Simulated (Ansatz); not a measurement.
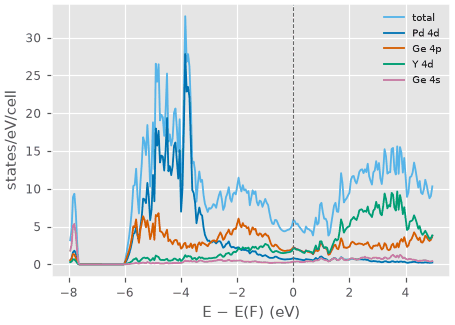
*Total and projected density of states of YGe$_{2}$Pd in space group Immm (No. 71; Pearson symbol oI32), r²SCAN (plane waves, PAW; program Ansatz)*

### Question
Which orbitals carry the states next to the Fermi level?

### Answer
Within 0.5 eV of the Fermi level: Ge 4p 39 %, Y 4d 35 %, Pd 4d 14 %, Ge 4s 6 %. Projections are on Löwdin-orthogonalised atomic valence shells; empty p or d shells of many metals are not among them.

### Question
Where is the tallest occupied peak in this window, and what makes it?

### Answer
Near -3.8 eV, about 33 states/eV per cell; the largest projected share is Pd 4d.

The first step of the workflow began from a Materials Project structure, measured or hypothetical; the Crystallography Open Database copy checked does not list it. Its standing as an ambient phase is unchecked. The r²SCAN relaxation kept the symmetry of its start; its stability against distortions is not shown here. The run is not spin-polarised. Spin–orbit coupling is left out wherever it is not named.

Potentials: the later of the program's two PAW sets.
